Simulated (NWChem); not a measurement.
# CH3BF3Ge+ (SMILES [CH3][Ge+]([F])[B](F)F): Slater/x2c-SVPall (ZORA)

Aim: the energy change on altering one bond length of CH3BF3Ge+ at Slater/x2c-SVPall (ZORA), from 2 runs. 

The results are computed with NWChem 7.3.0.

2 further runs of the same task are left out: 2 set aside as unsound or not needed.

## 1. The structure to begin with

CH3BF3Ge+: 9 atoms, total charge +1, spin state singlet. As SMILES, `[CH3][Ge+]([F])[B](F)F`. The shape comes from GFN2-xTB, which is rough for such elements, and wasn't checked as a minimum.

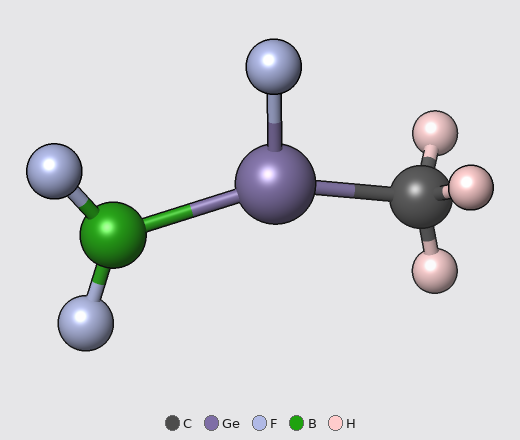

Viewed from a chosen angle; carbon dark grey, germanium purple, fluorine light blue, boron green, hydrogen pink.

## 2. A single-point energy at Slater/x2c-SVPall (ZORA)

ch3bf3ge.nw reads:

```
start ch3bf3ge
title "CH3BF3Ge energy"
memory stack 1160 mb heap 290 mb global 1450 mb
charge 1

geometry units atomic noautosym nocenter noautoz
C  -3.45360677 -0.43960699 -0.03730319
Ge  0.24186605  0.38240498 -0.00111494
F   0.31220165  3.64947689 -0.03805908
B   4.35228493 -0.53048392  0.05514221
F   5.82799096  1.36948452  0.16453845
F   5.05802205 -2.83570413 -0.02403732
H  -3.78566945 -2.47353811 -0.14172946
H  -4.27820767  0.53033274 -1.67267218
H  -4.27488175  0.34761512  1.69521661
end

basis spherical bse
* library x2c-SVPall
end

relativistic
zora on
end

dft
xc slater
grid fine
convergence energy 1e-08
maxiter 200
mulliken
noprint "final vectors analysis"
end

task dft energy
```

Started as:

```console
$ nwchem ch3bf3ge.nw > ch3bf3ge.out
```

Standard output:

```text
[...]
          Wavefunction type:  closed shell.
          No. of atoms     :     9
          No. of electrons :    72
[...]
          Charge           :     1
          Spin multiplicity:     1
[...]
          AO basis - number of functions:   117
[...]
              XC Information
              --------------
                        Slater Exchange Functional  1.000 local
             Grid Information
             ----------------
          Grid used for XC integration:  fine
          Radial quadrature: Mura-Knowles
          Angular quadrature: Lebedev.
[...]
 d= 0,ls=0.0,diis     1  -2460.6752723294 -2.89D+03  3.49D-02  9.79D+00    22.1
[...]
 d= 0,ls=0.0,diis    13  -2461.0857999777 -3.23D-09  4.45D-07  6.12D-09    54.6
[...]
         Total DFT energy =    -2461.085799977678
      One electron energy =    -4276.065789763084
           Coulomb energy =     1494.093698022857
    Exchange-Corr. energy =     -110.229766740136
 Nuclear repulsion energy =      431.116058502685
       Scaling correction =       12.216553533799
[...]
      Total Density - Mulliken Population Analysis
     ---------------------------------------------
    Atom       Charge   Shell Charges
 -----------   ------   -------------------------------------------------------
    1 C    6     6.30   1.98  0.90  0.29  2.09  1.03  0.01
    2 Ge  32    31.40   2.00  2.00  1.99  1.37  0.24  6.00  5.97  1.07  0.57  8.00  1.88  0.30
    3 F    9     9.20   1.99  1.12  0.83  3.27  1.99  0.00
    4 B    5     4.87   1.98  0.78  0.05  1.55  0.28  0.24
    5 F    9     8.88   1.99  1.12  0.70  3.33  1.73  0.01
    6 F    9     8.89   1.99  1.12  0.70  3.33  1.74  0.01
    7 H    1     0.83   0.67  0.14  0.02
    8 H    1     0.82   0.66  0.13  0.02
    9 H    1     0.82   0.66  0.13  0.02
[...]
```

Run time: 56 s. Hardware: 1 thread of AMD EPYC 7R43 (Zen 3), shared host; peak memory 0.12 GiB.

## 3. The distorted shape, same level

geom.nw reads:

```
start geom
memory stack 1160 mb heap 290 mb global 1450 mb
charge 1

geometry units angstrom noautosym nocenter noautoz
  C    -1.871030   -0.190972    0.071941
  Ge    0.084530    0.244018    0.091091
  F     0.121750    1.972878    0.071541
  B     2.259670   -0.239062    0.120861
  F     3.040580    0.766358    0.178751
  F     2.633130   -1.458932    0.078961
  H    -2.046750   -1.267282    0.016681
  H    -2.307390    0.322298   -0.793459
  H    -2.262170    0.183950    0.897070
end

basis spherical bse
  * library x2c-SVPall
end

relativistic
  zora on
end

dft
  xc slater
  grid fine
  convergence energy 1e-08
  iterations 200
  mulliken
end

task dft energy
```

Started as:

```console
$ nwchem geom.nw > geom.out
```

Standard output:

```text
[...]
          Wavefunction type:  closed shell.
          No. of atoms     :     9
          No. of electrons :    72
[...]
          Charge           :     1
          Spin multiplicity:     1
[...]
          AO basis - number of functions:   117
[...]
              XC Information
              --------------
                        Slater Exchange Functional  1.000 local
             Grid Information
             ----------------
          Grid used for XC integration:  fine
          Radial quadrature: Mura-Knowles
          Angular quadrature: Lebedev.
[...]
 d= 0,ls=0.0,diis     1  -2460.6596577392 -2.89D+03  3.49D-02  9.80D+00    21.6
[...]
 d= 0,ls=0.0,diis    13  -2461.0716789241 -3.27D-09  4.69D-07  7.01D-09    51.5
[...]
         Total DFT energy =    -2461.071678924097
      One electron energy =    -4277.095616470679
           Coulomb energy =     1494.586899965531
    Exchange-Corr. energy =     -110.267276471896
 Nuclear repulsion energy =      431.704314052947
       Scaling correction =       12.216623849582
[...]
      Total Density - Mulliken Population Analysis
     ---------------------------------------------
    Atom       Charge   Shell Charges
 -----------   ------   -------------------------------------------------------
    1 C    6     6.25   1.98  0.88  0.25  2.13  0.99  0.01
    2 Ge  32    31.39   2.00  2.00  1.99  1.37  0.24  6.00  5.97  1.07  0.57  8.00  1.88  0.30
    3 F    9     9.20   1.99  1.12  0.83  3.27  1.99  0.00
    4 B    5     4.87   1.98  0.78  0.05  1.55  0.28  0.24
    5 F    9     8.88   1.99  1.12  0.70  3.33  1.73  0.01
    6 F    9     8.89   1.99  1.12  0.70  3.33  1.74  0.01
    7 H    1     0.83   0.67  0.14  0.02
    8 H    1     0.82   0.66  0.13  0.02
    9 H    1     0.86   0.71  0.12  0.03
[...]
```

Run time: 53 s. Hardware: 1 thread of AMD EPYC 7R43 (Zen 3), shared host; peak memory 0.11 GiB.

## 4. What came out

At Slater/x2c-SVPall (ZORA):

| quantity | value |
| --- | --- |
| first shape: total energy | -2461.08580 Eh |
| distorted shape: total energy | -2461.07168 Eh |
| distorted shape: HOMO energy | -12.14 eV |
| distorted shape: LUMO energy | -8.80 eV |
| distorted shape: HOMO–LUMO gap | 3.33 eV |
| energy change with the C1–H9 bond shortened from 1.097 to 0.987 Å | 0.384 eV |

With the C1–H9 bond shortened from 1.097 to 0.987 Å the energy rises by 0.38 eV (8.9 kcal/mol). The first shape isn't relaxed at this level, so the change isn't measured from a minimum.
